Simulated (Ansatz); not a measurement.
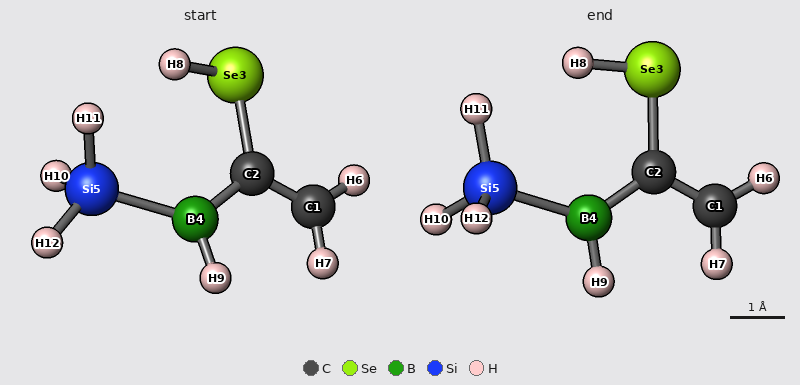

The structure of C2H7BSeSi before (left) and after (right) a relaxation, at one scale.

A ball-and-stick model, seen at a tilt.

The start comes from PBE-D4/def2-SVP.

Computed with Ansatz 0.2.0, RKS PBE0-D4/def2-TZVP. (force threshold 0.005 eV/Å; at most 150 steps)

### Summarise the run.

The atom that moves furthest after the best rigid fit is H10 (0.98 Å). By element the largest moves are H 0.98 Å, Se 0.57 Å, B 0.36 Å, C 0.10 Å, Si 0.04 Å. Among the contacts that change: C1–C2 1.366 → 1.344 Å, Se3–H8 1.486 → 1.466 Å, B4–H9 1.220 → 1.201 Å, Si5–H10 1.511 → 1.491 Å. Bond angles that change, for instance: C2–B4–Si5 124.2° → 130.2°, B4–Si5–H11 110.6° → 116.5°, B4–Si5–H12 114.1° → 108.7°. Groups turn about B4–Si5 by about 60°. After 42 accepted moves (43 points after the start) the energy has fallen by 0.058 eV. Largest force component: 0.8 eV/Å at the start, 0.0046 eV/Å at the end. The line search rejected the trial step at point 11 of the run. The forces were under the threshold at step 38, but the run went on from there. The run took of the order of 14 core-minutes on a shared host.
